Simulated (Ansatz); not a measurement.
F3OTa (SMILES [O]=[Ta]([F])([F])[F])

The calculation's input:

```
crystal:
  periodic: [false, false, false]
  atoms:
    - {symbol: F, position_ang: [1.596064, -1.021122, -0.031641]}
    - {symbol: F, position_ang: [-1.192006, -0.588344, -1.332959]}
    - {symbol: F, position_ang: [-0.785041, -0.017211, 1.693632]}
    - {symbol: O, position_ang: [0.424943, 1.583576, -0.365687]}
    - {symbol: Ta, position_ang: [0.005940, -0.030600, -0.004744]}
basis:
  gaussian:
    orbitals: def2-TZVPD
output:
  forces: true
  orbitals: {seedname: orbitals}
hamiltonian:
  xc: pbe0
```

Launched as:

```sh
ansatz run input.yaml --threads 2 --pin off --max-ram 5220MiB --events-out events.jsonl --progress --plain --runs-dir runs
```

Geometry: PBE0-D4/def2-SVP; core potentials replace the inner electrons of Ta.

All numbers below come from Ansatz 0.2.0, isolated molecule in a Gaussian basis; Kohn-Sham density functional theory, functional PBE0.

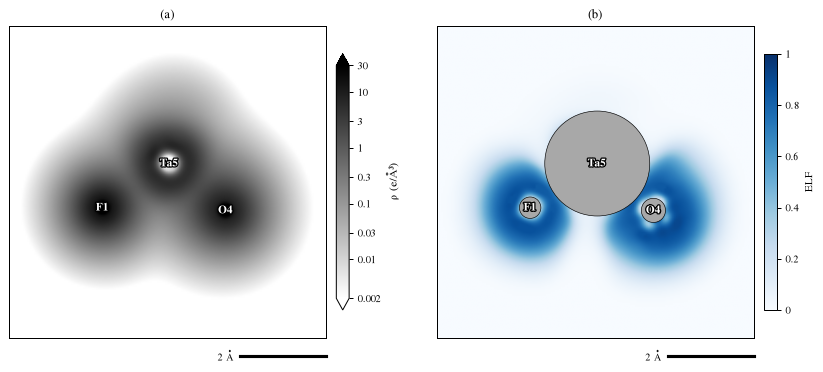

Figure 1. (a) electron density; (b) electron localisation function on the plane of atoms F1, Ta5 and O4. Grey discs cover the atomic cores in the ELF map.

What do the fields say about this system?

The section cuts through F, O and Ta sites. Ta–O (1.71 Å): ρ at the midpoint is about 1.8 e/Å³; the ELF peaks at about 0.80 in the valence shell of O, 0.5 Å from its nucleus, and drops to about 0.40 between the two atoms. Ta–F (1.87 Å): ρ is about 1 e/Å³ halfway; the ELF peaks at about 0.85 in the valence shell of F, 0.5 Å from its nucleus, and drops to about 0.25 between the two atoms.

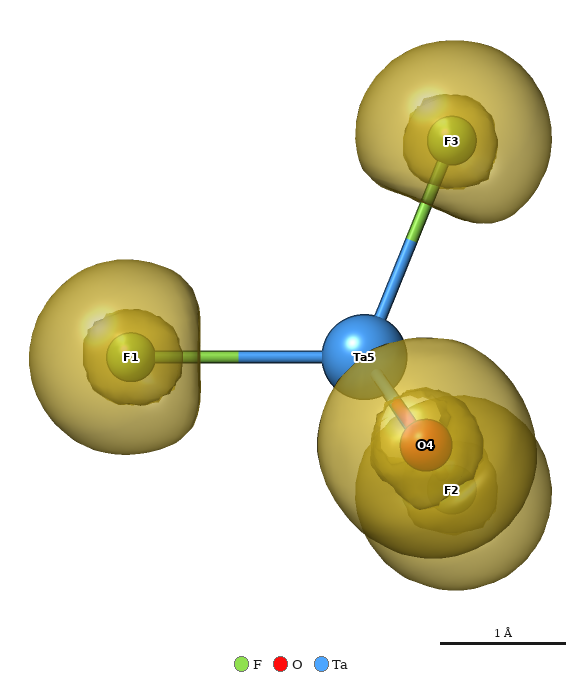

Figure 2. Isosurface of the ELF at 0.75 (yellow), seen at a tilt. Core shells and regions of very low density are left out.

Describe the localisation domains.

The surface consists of three regions wrapped around F (the valence shell of each) and one region wrapped around O (its valence shell).

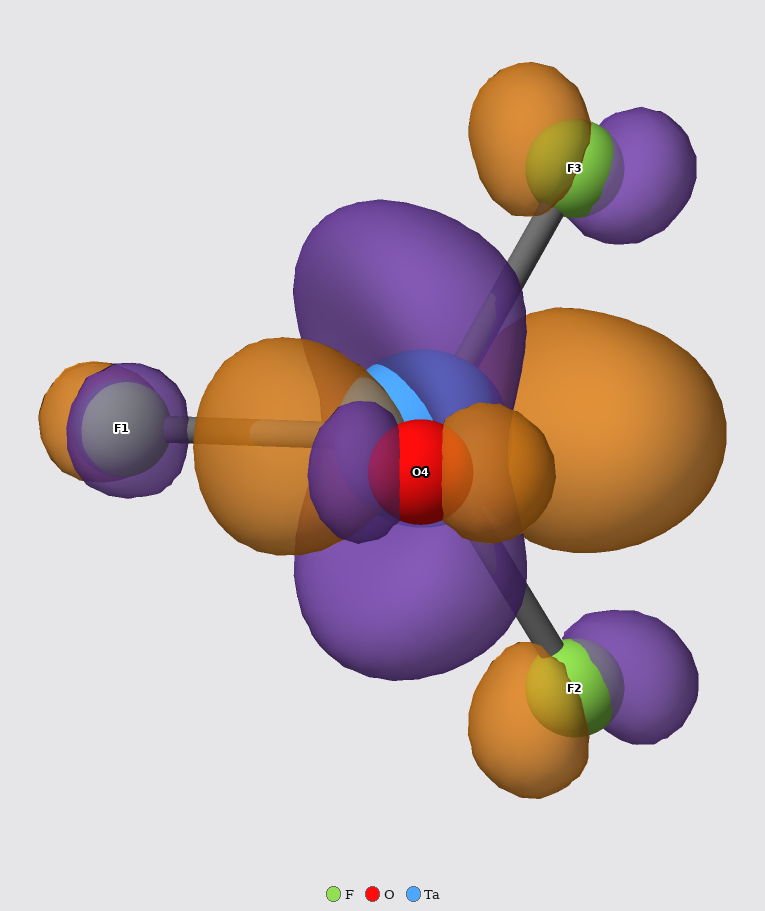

Figure 3. The LUMO at ±0.15 Å⁻³ᐟ² (orange and purple are the two phases), seen across its widest extent.

Where does this orbital lie, and at what energy?

Its weight (Hirshfeld) is mainly on Ta5 (about 70 %), F1 (about 5 %), F3 (about 5 %), F2 (about 5 %) and O4 (about 5 %). It is one of a degenerate set, so its orientation is arbitrary. Its energy is −1.67 eV.
